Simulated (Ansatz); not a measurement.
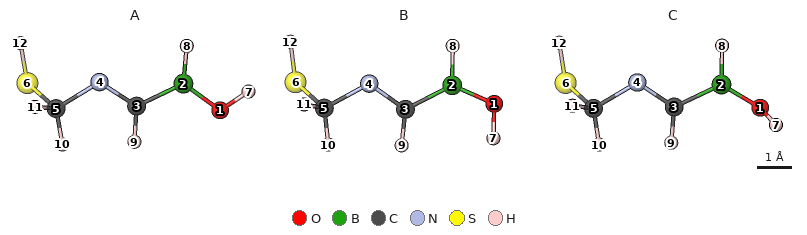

3 geometries from a converged minimum-energy path of C2H6BNOS, shuffled. A ball-and-stick model, seen face on.

All numbers below come from RKS PBE-D4/STO-3G (Ansatz). Settings: 7 movable images; climbing image; force threshold 0.03 eV/Å; iteration limit 60; starting path by image-dependent pair potential.

Question: Which frame is the top of the path?

Answer: C. In order along the path, whose images run from 0 to 8: A (image 0, 0.00 eV), C (image 4, +1.14 eV), B (image 6, +0.09 eV). The motion is a rotation about the O1–B2 bond by about 180°. No bond forms or breaks between the ends. Among the angles between lasting bonds that change up to the highest image: B2–O1–H7 108.1° → 121.7°, O1–B2–C3 116.1° → 121.1°.

Limits of the set-up: STO-3G is a minimal basis, so the numbers are rough.

The run took 110 s on 1 thread of Intel(R) Xeon(R) 6975P-C (Granite Rapids), on a shared host, peak memory 0.12 GiB.
